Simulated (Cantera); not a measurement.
A closed system holds: 1 mol Fe3O4, 1.3 mol CO, a varied amount of H2, held at 1102 °C and 1050 Torr.

Cantera equilibrium calculation (NASA polynomials, part measured and part estimated; ideal gas, pure solids and liquids). Candidate condensed phases: C, C6H6, C7H8, C8H18, Fe, Fe(CO)5, FeO, Fe(OH)2, Fe(OH)3, Fe2O3, Fe3O4, H2O; 114 gas species. Mutual solubility and eutectic melting of coexisting phases are not modelled. The tables' stoichiometric FeO is somewhat more stable than real wüstite, so its field is too wide. FeO: taken at fixed stoichiometry. Rates play no part.

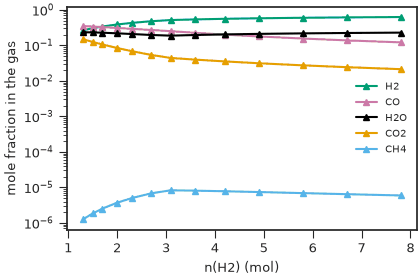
Equilibrium gas composition (values under 1e-9 drawn at 1e-9)

Task: Read off the mole fractions at 1.3 mol H2.

Result: CO about 0.35, H2 about 0.27, H2O about 0.23, CO2 about 0.15, CH4 about 1.2e-6.
